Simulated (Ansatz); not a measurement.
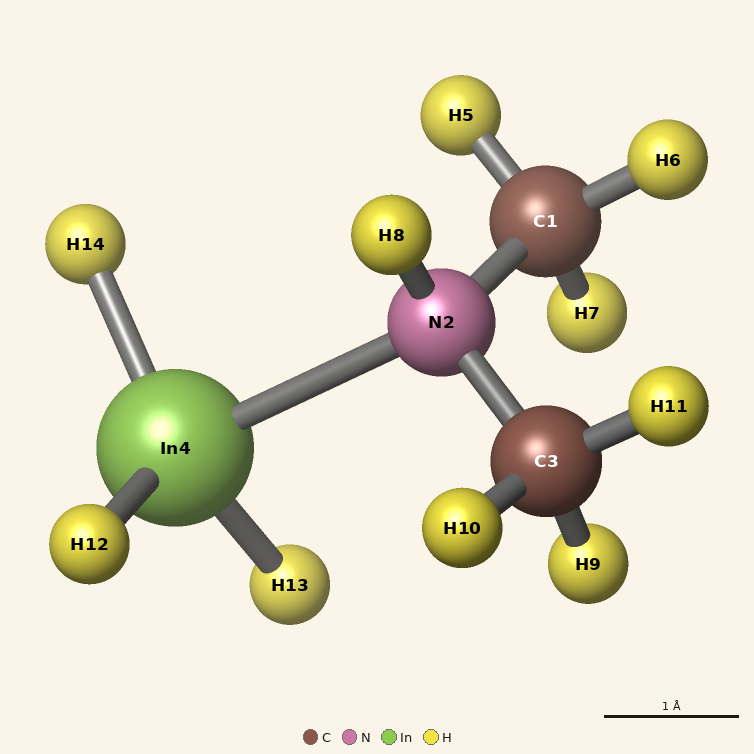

The atoms are numbered. The geometry was computed by an optimisation with PBE-D4/def2-SVP. No frequency run is at hand to confirm it as a minimum.

Give these bond angles: C1–N2–C3, C1–N2–In4, N2–C1–H5, N2–C1–H6, N2–C3–H9, N2–C3–H10, N2–In4–H12, N2–In4–H13, N2–In4–H14, C3–N2–In4, C3–N2–H8, In4–N2–H8.

| angle | degrees |
| --- | --- |
| C1–N2–C3 | 113.2 |
| C1–N2–In4 | 110.9 |
| N2–C1–H5 | 109.6 |
| N2–C1–H6 | 112.4 |
| N2–C3–H9 | 109.2 |
| N2–C3–H10 | 109.6 |
| N2–In4–H12 | 96.5 |
| N2–In4–H13 | 95.3 |
| N2–In4–H14 | 96.4 |
| C3–N2–In4 | 111.0 |
| C3–N2–H8 | 109.0 |
| In4–N2–H8 | 103.3 |
